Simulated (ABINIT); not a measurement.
# RbTaS3 (Pm-3m): from the cell to the phonon bands, part 3 of 6

How does RbTaS3 (Pm-3m) vibrate, and is this structure a minimum?

ABINIT 10.8.3; DFT PBEsol, scalar-relativistic, plane waves, PseudoDojo norm-conserving pseudopotentials.

So far. Step 4 (Relaxing the cell and atoms): The volume changes by +0.6 % in this run and stands -2.2 % from the first cell. Step 6 (Linear response at Γ): The acoustic modes at Γ come out as far as 4.3 cm⁻¹ from zero, where they should vanish, a small numerical error. The relaxed cell has a = 4.824 Å (conventional setting).

The structure was built from a prototype and need not be the compound's stable phase.

**7. Zone-centre analysis**

anaddb reads the merged derivatives and imposes the acoustic sum rule.

Contents of anaddb.abi:

```
ddb_filepath "gamma_DDB"
output_file "anaddb.abo"
outdata_prefix "anaddb"
asr 1
chneut 1
enunit 2
eivec 1
nph1l 1
qph1l 0.0 0.0 0.0 1.0
```

Contents of mrgddb.in:

```
gamma_DDB
merged
2
dfpt_gammao_DDB
gso_DDB
```

The run is started by

```sh
> mrgddb < mrgddb.in > mrgddb.log
> OMP_NUM_THREADS=1 anaddb anaddb.abi > anaddb.log
```

anaddb.abo, the main output file:

```text
-outvars_anaddb: echo values of input variables ----------------------

 Miscellaneous information :
      enunit         2
       eivec         1
         asr         1
 First list of wavevector (reduced coord.) :
       nph1l         1
       qph1l
                     0.00000000E+00  0.00000000E+00  0.00000000E+00    1.000E+00

================================================================================

 read the DDB information and perform some checks

  ==== Info on the Cryst% object ====
 Real(R)+Recip(G) space primitive vectors, cartesian coordinates (Bohr,Bohr^-1):
 R(1)=  9.1166912  0.0000000  0.0000000  G(1)=  0.1096889  0.0000000  0.0000000
 R(2)=  0.0000000  9.1166912  0.0000000  G(2)=  0.0000000  0.1096889  0.0000000
 R(3)=  0.0000000  0.0000000  9.1166912  G(3)=  0.0000000  0.0000000  0.1096889
 Unit cell volume ucvol=  7.5772520E+02 bohr^3
 Angles (23,13,12)=  9.00000000E+01  9.00000000E+01  9.00000000E+01 degrees
 Time-reversal symmetry is present
 Reduced atomic positions [iatom, xred, symbol]:
    1)    0.0000000  0.0000000  0.0000000  Rb
    2)    0.5000000  0.5000000  0.5000000  Ta
    3)    0.5000000  0.5000000  0.0000000   S
    4)    0.5000000  0.0000000  0.5000000   S
    5)    0.0000000  0.5000000  0.5000000   S

 DDB file with 3 blocks has been read.

================================================================================

 Treat the first list of vectors

  Phonon wavevector (reduced coordinates) :  0.00000  0.00000  0.00000
 Phonon energies in Hartree :
  -1.097872E-08 -1.076852E-08 -1.011170E-08  3.309174E-04  3.309174E-04
   3.309174E-04  5.823319E-04  5.823319E-04  5.823319E-04  6.937241E-04
   6.937241E-04  6.937241E-04  1.511597E-03  1.511597E-03  1.511597E-03
 Phonon energies in meV     :
- -2.987463E-04 -2.930263E-04 -2.751534E-04  9.004721E+00  9.004721E+00
-  9.004721E+00  1.584606E+01  1.584606E+01  1.584606E+01  1.887719E+01
-  1.887719E+01  1.887719E+01  4.113264E+01  4.113264E+01  4.113264E+01
 Phonon frequencies in cm-1    :
- -2.409552E-03 -2.363416E-03 -2.219262E-03  7.262797E+01  7.262797E+01
-  7.262797E+01  1.278071E+02  1.278071E+02  1.278071E+02  1.522548E+02
-  1.522548E+02  1.522548E+02  3.317571E+02  3.317571E+02  3.317571E+02
 Phonon frequencies in Thz     :
- -7.223654E-05 -7.085344E-05 -6.653179E-05  2.177332E+00  2.177332E+00
-  2.177332E+00  3.831560E+00  3.831560E+00  3.831560E+00  4.564485E+00
-  4.564485E+00  4.564485E+00  9.945827E+00  9.945827E+00  9.945827E+00
 Phonon energies in Kelvin  :
- -3.466807E-03 -3.400429E-03 -3.193023E-03  1.044954E+02  1.044954E+02
-  1.044954E+02  1.838859E+02  1.838859E+02  1.838859E+02  2.190607E+02
-  2.190607E+02  2.190607E+02  4.773244E+02  4.773244E+02  4.773244E+02

 Eigendisplacements
 (will be given, for each mode : in cartesian coordinates
   for each atom the real part of the displacement vector,
   then the imaginary part of the displacement vector - absolute values smaller than 1.0d-7 are set to zero)
  Mode number    1   Energy   -1.097872E-08
 Attention : low frequency mode.
   (Could be unstable or acoustic mode)
-  1  0.00000000E+00  0.00000000E+00 -1.22996184E-03
-     0.00000000E+00  0.00000000E+00  0.00000000E+00
-  2  0.00000000E+00  0.00000000E+00 -1.23000129E-03
-     0.00000000E+00  0.00000000E+00  0.00000000E+00
-  3  0.00000000E+00  0.00000000E+00 -1.22998415E-03
-     0.00000000E+00  0.00000000E+00  0.00000000E+00
-  4  0.00000000E+00  0.00000000E+00 -1.22993877E-03
-     0.00000000E+00  0.00000000E+00  0.00000000E+00
-  5  0.00000000E+00  0.00000000E+00 -1.22993877E-03
-     0.00000000E+00  0.00000000E+00  0.00000000E+00
  Mode number    2   Energy   -1.076852E-08
 Attention : low frequency mode.
   (Could be unstable or acoustic mode)
-  1  0.00000000E+00 -1.22996184E-03  0.00000000E+00
-     0.00000000E+00  0.00000000E+00  0.00000000E+00
-  2  0.00000000E+00 -1.23000129E-03  0.00000000E+00
-     0.00000000E+00  0.00000000E+00  0.00000000E+00
-  3  0.00000000E+00 -1.22993877E-03  0.00000000E+00
-     0.00000000E+00  0.00000000E+00  0.00000000E+00
-  4  0.00000000E+00 -1.22998415E-03  0.00000000E+00
-     0.00000000E+00  0.00000000E+00  0.00000000E+00
-  5  0.00000000E+00 -1.22993877E-03  0.00000000E+00
-     0.00000000E+00  0.00000000E+00  0.00000000E+00
  Mode number    3   Energy   -1.011170E-08
 Attention : low frequency mode.
   (Could be unstable or acoustic mode)
-  1  1.22996184E-03  0.00000000E+00  0.00000000E+00
-     0.00000000E+00  0.00000000E+00  0.00000000E+00
-  2  1.23000129E-03  0.00000000E+00  0.00000000E+00
-     0.00000000E+00  0.00000000E+00  0.00000000E+00
-  3  1.22993877E-03  0.00000000E+00  0.00000000E+00
-     0.00000000E+00  0.00000000E+00  0.00000000E+00
-  4  1.22993877E-03  0.00000000E+00  0.00000000E+00
-     0.00000000E+00  0.00000000E+00  0.00000000E+00
-  5  1.22998415E-03  0.00000000E+00  0.00000000E+00
-     0.00000000E+00  0.00000000E+00  0.00000000E+00
  Mode number    4   Energy    3.309174E-04
-  1  0.00000000E+00  0.00000000E+00  1.91177491E-03
-     0.00000000E+00  0.00000000E+00  0.00000000E+00
-  2  0.00000000E+00  0.00000000E+00 -1.09208545E-03
-     0.00000000E+00  0.00000000E+00  0.00000000E+00
-  3  0.00000000E+00  0.00000000E+00 -5.77187549E-05
-     0.00000000E+00  0.00000000E+00  0.00000000E+00
-  4  0.00000000E+00  0.00000000E+00  5.62484129E-04
-     0.00000000E+00  0.00000000E+00  0.00000000E+00
-  5  0.00000000E+00  0.00000000E+00  5.62484129E-04
-     0.00000000E+00  0.00000000E+00  0.00000000E+00
  Mode number    5   Energy    3.309174E-04
-  1  0.00000000E+00 -1.91177491E-03  0.00000000E+00
-     0.00000000E+00  0.00000000E+00  0.00000000E+00
-  2  0.00000000E+00  1.09208545E-03  0.00000000E+00
-     0.00000000E+00  0.00000000E+00  0.00000000E+00
-  3  0.00000000E+00 -5.62484129E-04  0.00000000E+00
-     0.00000000E+00  0.00000000E+00  0.00000000E+00
-  4  0.00000000E+00  5.77187548E-05  0.00000000E+00
-     0.00000000E+00  0.00000000E+00  0.00000000E+00
-  5  0.00000000E+00 -5.62484129E-04  0.00000000E+00
-     0.00000000E+00  0.00000000E+00  0.00000000E+00
  Mode number    6   Energy    3.309174E-04
-  1  1.91177491E-03  0.00000000E+00  0.00000000E+00
-     0.00000000E+00  0.00000000E+00  0.00000000E+00
-  2 -1.09208545E-03  0.00000000E+00  0.00000000E+00
-     0.00000000E+00  0.00000000E+00  0.00000000E+00
-  3  5.62484129E-04  0.00000000E+00  0.00000000E+00
-     0.00000000E+00  0.00000000E+00  0.00000000E+00
-  4  5.62484129E-04  0.00000000E+00  0.00000000E+00
-     0.00000000E+00  0.00000000E+00  0.00000000E+00
-  5 -5.77187548E-05  0.00000000E+00  0.00000000E+00
-     0.00000000E+00  0.00000000E+00  0.00000000E+00
  Mode number    7   Energy    5.823319E-04
-  1  0.00000000E+00  0.00000000E+00  1.11793797E-03
-     0.00000000E+00  0.00000000E+00  0.00000000E+00
-  2  0.00000000E+00  0.00000000E+00  5.21179876E-04
-     0.00000000E+00  0.00000000E+00  0.00000000E+00
-  3  0.00000000E+00  0.00000000E+00 -1.36355883E-03
-     0.00000000E+00  0.00000000E+00  0.00000000E+00
-  4  0.00000000E+00  0.00000000E+00 -2.27866273E-03
-     0.00000000E+00  0.00000000E+00  0.00000000E+00
-  5  0.00000000E+00  0.00000000E+00 -2.27866273E-03
-     0.00000000E+00  0.00000000E+00  0.00000000E+00
  Mode number    8   Energy    5.823319E-04
-  1  0.00000000E+00 -1.11793797E-03  0.00000000E+00
-     0.00000000E+00  0.00000000E+00  0.00000000E+00
-  2  0.00000000E+00 -5.21179876E-04  0.00000000E+00
-     0.00000000E+00  0.00000000E+00  0.00000000E+00
-  3  0.00000000E+00  2.27866273E-03  0.00000000E+00
-     0.00000000E+00  0.00000000E+00  0.00000000E+00
-  4  0.00000000E+00  1.36355883E-03  0.00000000E+00
-     0.00000000E+00  0.00000000E+00  0.00000000E+00
-  5  0.00000000E+00  2.27866273E-03  0.00000000E+00
-     0.00000000E+00  0.00000000E+00  0.00000000E+00
  Mode number    9   Energy    5.823319E-04
-  1  1.11793797E-03  0.00000000E+00  0.00000000E+00
-     0.00000000E+00  0.00000000E+00  0.00000000E+00
-  2  5.21179876E-04  0.00000000E+00  0.00000000E+00
-     0.00000000E+00  0.00000000E+00  0.00000000E+00
-  3 -2.27866273E-03  0.00000000E+00  0.00000000E+00
-     0.00000000E+00  0.00000000E+00  0.00000000E+00
-  4 -2.27866273E-03  0.00000000E+00  0.00000000E+00
-     0.00000000E+00  0.00000000E+00  0.00000000E+00
-  5 -1.36355883E-03  0.00000000E+00  0.00000000E+00
-     0.00000000E+00  0.00000000E+00  0.00000000E+00
  Mode number   10   Energy    6.937241E-04
-  1  0.00000000E+00  0.00000000E+00  0.00000000E+00
-     0.00000000E+00  0.00000000E+00  0.00000000E+00
-  2  0.00000000E+00  0.00000000E+00  0.00000000E+00
-     0.00000000E+00  0.00000000E+00  0.00000000E+00
-  3  0.00000000E+00  0.00000000E+00  0.00000000E+00
-     0.00000000E+00  0.00000000E+00  0.00000000E+00
-  4  0.00000000E+00  0.00000000E+00  2.92470830E-03
-     0.00000000E+00  0.00000000E+00  0.00000000E+00
-  5  0.00000000E+00  0.00000000E+00 -2.92470830E-03
-     0.00000000E+00  0.00000000E+00  0.00000000E+00
  Mode number   11   Energy    6.937241E-04
-  1  0.00000000E+00  0.00000000E+00  0.00000000E+00
-     0.00000000E+00  0.00000000E+00  0.00000000E+00
-  2  0.00000000E+00  0.00000000E+00  0.00000000E+00
-     0.00000000E+00  0.00000000E+00  0.00000000E+00
-  3  0.00000000E+00  2.92470830E-03  0.00000000E+00
-     0.00000000E+00  0.00000000E+00  0.00000000E+00
-  4  0.00000000E+00  0.00000000E+00  0.00000000E+00
-     0.00000000E+00  0.00000000E+00  0.00000000E+00
-  5  0.00000000E+00 -2.92470830E-03  0.00000000E+00
-     0.00000000E+00  0.00000000E+00  0.00000000E+00
  Mode number   12   Energy    6.937241E-04
-  1  0.00000000E+00  0.00000000E+00  0.00000000E+00
-     0.00000000E+00  0.00000000E+00  0.00000000E+00
-  2  0.00000000E+00  0.00000000E+00  0.00000000E+00
-     0.00000000E+00  0.00000000E+00  0.00000000E+00
-  3  2.92470830E-03  0.00000000E+00  0.00000000E+00
-     0.00000000E+00  0.00000000E+00  0.00000000E+00
-  4 -2.92470830E-03  0.00000000E+00  0.00000000E+00
-     0.00000000E+00  0.00000000E+00  0.00000000E+00
-  5  0.00000000E+00  0.00000000E+00  0.00000000E+00
-     0.00000000E+00  0.00000000E+00  0.00000000E+00
  Mode number   13   Energy    1.511597E-03
-  1  0.00000000E+00  0.00000000E+00  3.28912981E-05
-     0.00000000E+00  0.00000000E+00  0.00000000E+00
-  2  0.00000000E+00  0.00000000E+00 -2.33492210E-04
-     0.00000000E+00  0.00000000E+00  0.00000000E+00
-  3  0.00000000E+00  0.00000000E+00  3.70571884E-03
-     0.00000000E+00  0.00000000E+00  0.00000000E+00
-  4  0.00000000E+00  0.00000000E+00 -1.23793256E-03
-     0.00000000E+00  0.00000000E+00  0.00000000E+00
-  5  0.00000000E+00  0.00000000E+00 -1.23793256E-03
-     0.00000000E+00  0.00000000E+00  0.00000000E+00
  Mode number   14   Energy    1.511597E-03
-  1  0.00000000E+00 -3.28912981E-05  0.00000000E+00
-     0.00000000E+00  0.00000000E+00  0.00000000E+00
-  2  0.00000000E+00  2.33492210E-04  0.00000000E+00
-     0.00000000E+00  0.00000000E+00  0.00000000E+00
-  3  0.00000000E+00  1.23793256E-03  0.00000000E+00
-     0.00000000E+00  0.00000000E+00  0.00000000E+00
-  4  0.00000000E+00 -3.70571884E-03  0.00000000E+00
-     0.00000000E+00  0.00000000E+00  0.00000000E+00
-  5  0.00000000E+00  1.23793256E-03  0.00000000E+00
-     0.00000000E+00  0.00000000E+00  0.00000000E+00
  Mode number   15   Energy    1.511597E-03
-  1  3.28912981E-05  0.00000000E+00  0.00000000E+00
-     0.00000000E+00  0.00000000E+00  0.00000000E+00
-  2 -2.33492210E-04  0.00000000E+00  0.00000000E+00
-     0.00000000E+00  0.00000000E+00  0.00000000E+00
-  3 -1.23793256E-03  0.00000000E+00  0.00000000E+00
-     0.00000000E+00  0.00000000E+00  0.00000000E+00
-  4 -1.23793256E-03  0.00000000E+00  0.00000000E+00
-     0.00000000E+00  0.00000000E+00  0.00000000E+00
-  5  3.70571884E-03  0.00000000E+00  0.00000000E+00
-     0.00000000E+00  0.00000000E+00  0.00000000E+00

 Analysis of degeneracies and characters (maximum tolerance=1.00E-06 a.u.)
 For each vibration mode, or group of modes if degenerate,
 the characters are given for each symmetry operation (see the list in the log file).
 Symmetry characters of vibration mode #   1
       degenerate with vibration modes #   2 to    3
  3.0 -3.0 -1.0  1.0 -1.0  1.0 -1.0  1.0  1.0 -1.0 -1.0  1.0  1.0 -1.0 -1.0  1.0
  0.0 -0.0  0.0 -0.0  0.0 -0.0 -0.0  0.0  1.0 -1.0 -1.0  1.0 -1.0  1.0  1.0 -1.0
  0.0 -0.0  0.0 -0.0 -0.0  0.0  0.0 -0.0  1.0 -1.0  1.0 -1.0 -1.0  1.0 -1.0  1.0
 Symmetry characters of vibration mode #   4
       degenerate with vibration modes #   5 to    6
  3.0 -3.0 -1.0  1.0 -1.0  1.0 -1.0  1.0  1.0 -1.0 -1.0  1.0  1.0 -1.0 -1.0  1.0
 -0.0  0.0 -0.0  0.0  0.0 -0.0  0.0 -0.0  1.0 -1.0 -1.0  1.0 -1.0  1.0  1.0 -1.0
 -0.0  0.0  0.0 -0.0  0.0 -0.0 -0.0  0.0  1.0 -1.0  1.0 -1.0 -1.0  1.0 -1.0  1.0
 Symmetry characters of vibration mode #   7
       degenerate with vibration modes #   8 to    9
  3.0 -3.0 -1.0  1.0 -1.0  1.0 -1.0  1.0  1.0 -1.0 -1.0  1.0  1.0 -1.0 -1.0  1.0
 -0.0  0.0 -0.0  0.0  0.0 -0.0  0.0 -0.0  1.0 -1.0 -1.0  1.0 -1.0  1.0  1.0 -1.0
 -0.0  0.0  0.0 -0.0  0.0 -0.0 -0.0  0.0  1.0 -1.0  1.0 -1.0 -1.0  1.0 -1.0  1.0
 Symmetry characters of vibration mode #  10
       degenerate with vibration modes #  11 to   12
  3.0 -3.0 -1.0  1.0 -1.0  1.0 -1.0  1.0 -1.0  1.0  1.0 -1.0 -1.0  1.0  1.0 -1.0
  0.0 -0.0  0.0 -0.0 -0.0  0.0 -0.0  0.0 -1.0  1.0  1.0 -1.0  1.0 -1.0 -1.0  1.0
  0.0 -0.0 -0.0  0.0 -0.0  0.0  0.0 -0.0 -1.0  1.0 -1.0  1.0  1.0 -1.0  1.0 -1.0
 Symmetry characters of vibration mode #  13
       degenerate with vibration modes #  14 to   15
  3.0 -3.0 -1.0  1.0 -1.0  1.0 -1.0  1.0  1.0 -1.0 -1.0  1.0  1.0 -1.0 -1.0  1.0
  0.0 -0.0  0.0 -0.0 -0.0  0.0 -0.0  0.0  1.0 -1.0 -1.0  1.0 -1.0  1.0  1.0 -1.0
  0.0 -0.0 -0.0  0.0 -0.0  0.0  0.0 -0.0  1.0 -1.0  1.0 -1.0 -1.0  1.0 -1.0  1.0
-
```

The job ended after 0.57 s (1 thread of Arm Neoverse V2, shared host).

Read from the output:

```
highest optical zone-centre mode (no LO-TO term) : 331.8 cm⁻¹
lowest optical zone-centre mode                  : 72.63 cm⁻¹
```

No LO-TO term; unit eigenvectors of the mass-weighted matrix, from anaddb's displacements. Modes at Γ, with each element's share of the kinetic energy:

```tsv
mode	frequency (cm⁻¹)	symmetry	Rb %	Ta %	S %
1	0.0	acoustic	24	50	27
2	0.0	acoustic	24	50	27
3	0.0	acoustic	24	50	27
4	72.6	T1u	57	39	4
5	72.6	T1u	57	39	4
6	72.6	T1u	57	39	4
7	127.8	T1u	19	9	72
8	127.8	T1u	19	9	72
9	127.8	T1u	19	9	72
10	152.3	T2u	0	0	100
11	152.3	T2u	0	0	100
12	152.3	T2u	0	0	100
13	331.8	T1u	0	2	98
14	331.8	T1u	0	2	98
15	331.8	T1u	0	2	98
```

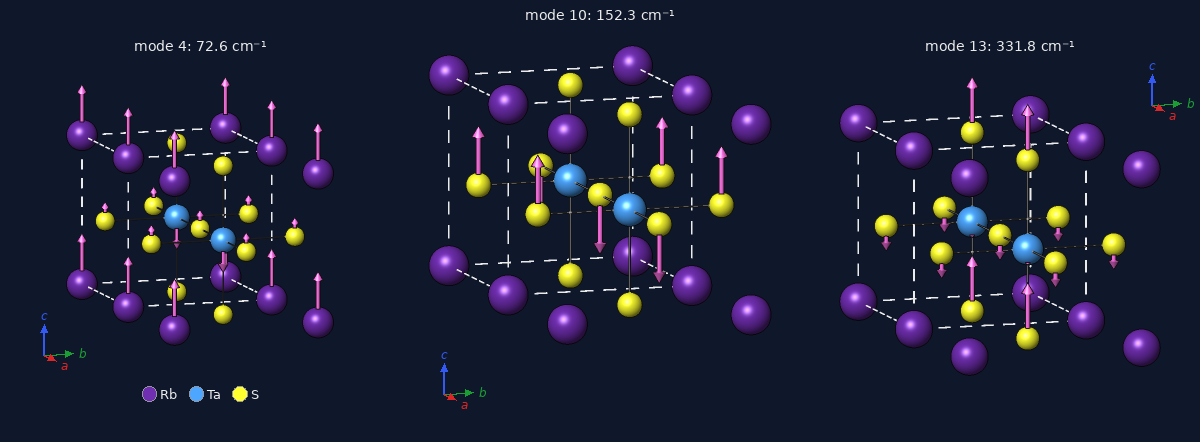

Displacement patterns of modes 4, 10 and 13 at Γ; arrows are exaggerated. 2×1×1 cells are drawn. Some periodic images of atoms are drawn too.

The rule moves no optical mode by more than 0.3 cm⁻¹.

(Part 3 of 6 ends here.)

[Host names and launcher messages were left out of these logs when they were recorded.]

[Logs are printed without paths, hosts, clocks, repeated set-up lines and the standing remarks that a program may print on its own settings, such as how far it seeks lower states.]

[Hosts, paths, dates, database ids (printed as entryN), source tags and the programs' standing remarks are cut or masked in the printed files.]
